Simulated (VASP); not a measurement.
Data:

```
CELL_PARAMETERS angstrom
      0.00000     2.98106     2.98106
      2.98106     0.00000     2.98106
     11.96386    11.96386    -0.03961
ATOMIC_POSITIONS crystal
  Zn 0.99830 0.99830 0.00128
  Se 0.26643 0.26643 0.05018
  Se 0.25404 0.25404 0.30947
  Se 0.24310 0.24310 0.56767
  Se 0.23314 0.23314 0.82515
  Cd 0.01294 0.01294 0.24030
  Cd 0.00129 0.00129 0.49903
  Cd 0.99075 0.99075 0.75694
```

All values below come from PBEsol GGA, VASP's PBE PAW potentials (set 64) (plane waves; VASP 6.6.1). Run with 400 eV cut-off, 7×7×2 Γ-centred mesh, tetrahedra with Blöchl corrections, potentials Zn Se Cd.

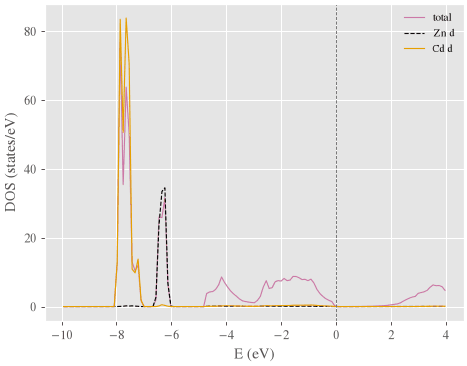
Figure. Total and projected density of states, zero at the valence-band maximum

Within 2 eV below the valence-band maximum the largest weight inside VASP's projection spheres is Se p.

The gap is direct, 0.52 eV, from the valence maximum at Γ to the conduction minimum at Γ.

The structure was generated: Cd3ZnSe4 was put into an ordered model structure (R3m), which need not be its known phase. It was relaxed first.
